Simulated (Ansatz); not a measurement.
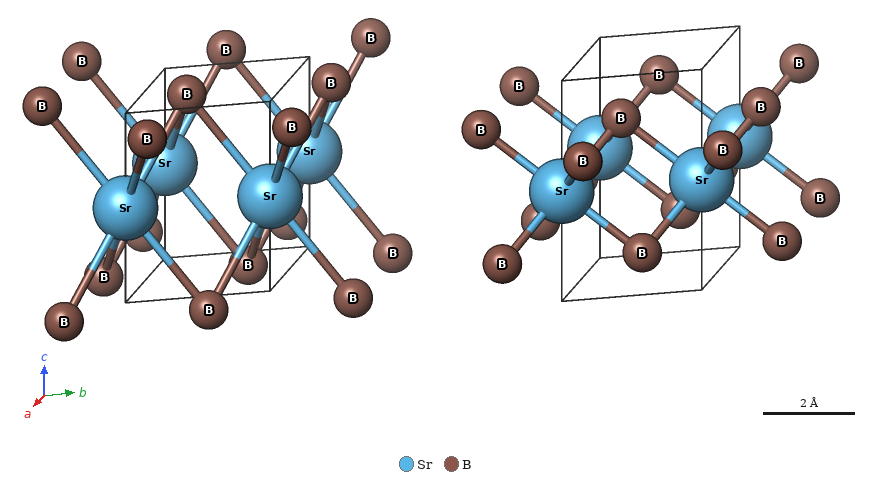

Two geometries of crystalline SrB$_{2}$ (a generated structure, set up in P-3m1) (coarse preliminary run), drawn at one scale. One is the start of a relaxation, the other its converged end. The picture is a ball-and-stick view of the cell of the calculation, seen slightly off an axis.

Level of theory: Ansatz 0.2.0, DFT PBE, scalar-relativistic, plane waves, PAW. (plane-wave cutoff 420 eV; k-point mesh 6 × 6 × 4; occupations gaussian; smearing width 0.1 eV; no spin polarisation; cell and atoms relaxed; force threshold 0.04 eV/Å; at most 70 steps)

Question: Which of the two is the end point?

Answer: The left one is the relaxed one. The largest moves relative to the cell, 1.11 Å, are those of B atoms. Sr stays in place. Cell: a = b 3.197 → 3.304 Å (+3.4 %), c 5.131 → 4.411 Å (−14.0 %). Volume −8.2 %. Near-neighbour distances that change, for instance: B–Sr 4.278 → 2.916 Å, B–B 3.178 → 1.908 Å, B–Sr 2.242 → 2.916 Å, Sr–Sr 3.197 → 3.304 Å. New bonds form: B–Sr (4.28 → 2.92 Å). Bond angles that change, for instance: B–Sr–B 91.0° → 69.0°, Sr–B–Sr 91.0° → 69.0°, B–Sr–B 89.0° → 111.0°. The space group (tolerance 0.01 Å) goes from P-3m1 (No. 164) to P6/mmm (No. 191). After 10 accepted moves (11 points after the start) the energy has fallen by 3647 meV per atom. Largest force component: 5.1 eV/Å at the start, 0.00034 eV/Å at the end. Pressure: 42.21 GPa at the start and −0.18 GPa at the end. The SCF was repeated once at an unchanged geometry on a basis and grid sized afresh for the cell, which shifted the energy by 0.1 meV per atom at most. Cost: 9.5 s on 1 thread of Intel(R) Xeon(R) Platinum 8488C (Sapphire Rapids), with other jobs on the host, peak memory 0.36 GiB.
